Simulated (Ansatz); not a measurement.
One crystal and one scan (energy against volume) at two levels, PBE (plane waves to 420 eV, PAW, scalar-relativistic; Ansatz, an electronic-structure program) and r2SCAN (plane waves to 500 eV, PAW, scalar-relativistic; Ansatz), each from its own relaxed cell and on its own mesh. The cell shown is that of PBE.

MoSi₂ (MoSi2 type, space group I4/mmm)

```yaml
crystal:
  lattice:
    - [-1.60846, 1.60846, 3.93652]
    - [1.60846, -1.60846, 3.93652]
    - [1.60846, 1.60846, -3.93652]
  atoms:
    - { symbol: Mo, position: [0.00000, 0.00000, 0.00000] }
    - { symbol: Si, position: [0.33511, 0.33511, 0.00000] }
    - { symbol: Si, position: [0.66489, 0.66489, 0.00000] }
```

The volume is varied about the relaxed value V₀ at fixed cell shape. The atoms relax within the cell's symmetry.

Energies are smeared free energies. MoSi2 is run without spin polarisation. MoSi2 was relaxed with its symmetry unable to fall. With the shape held, the modulus is that of even scaling; a crystal free to change shape is softer. Percentages come from the unrounded values.

```csv
quantity,PBE,r2SCAN,PBE − r2SCAN
Lattice constant a (Å),3.217,3.202,+0.015 (+0.5 %)
Lattice constant c (Å),7.873,7.819,+0.054 (+0.7 %)
Relaxed volume (Å³/atom),13.58,13.36,+0.22 (+1.7 %)
Bulk modulus at fixed cell shape B₀ (third-order Birch-Murnaghan fit) (GPa),205.0,219.1,-14.1 (-6.4 %)
Pressure derivative B₀′ (fit),4.5,4.5,0.0
```

PBE gives the higher value for: lattice constant a; lattice constant c; relaxed volume. PBE gives the lower value for: bulk modulus at fixed cell shape B₀. They agree on: pressure derivative B₀′ (within 1.5 %).

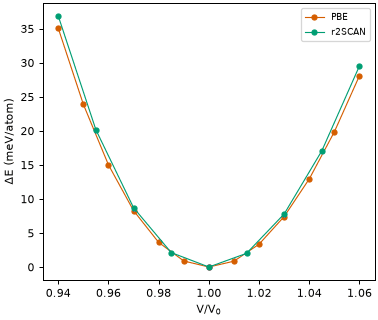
Fig. 1. ΔE, each from the relaxed starting cell of its own level.

(Under strain, the slope of the energy per volume gives the stress and its curvature an elastic modulus.)
